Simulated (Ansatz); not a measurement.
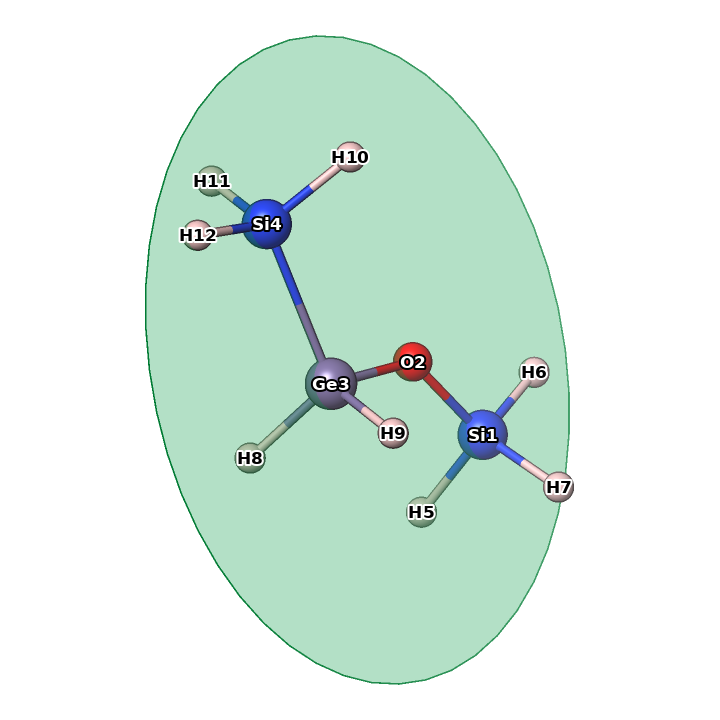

A disc through the centre of mass is drawn in. Atoms fade into the background with distance from the viewer. The geometry was computed by an optimisation with PBE0-D4/def2-TZVP. No frequency run is at hand to confirm it as a minimum.

> Is the plane of the disc a mirror plane of the structure?

Yes. The reflection leaves Si1, O2, Ge3, Si4, H6, H12 in place and moves H5 ↔ H7; H8 ↔ H9; H10 ↔ H11. The point group is Cs.
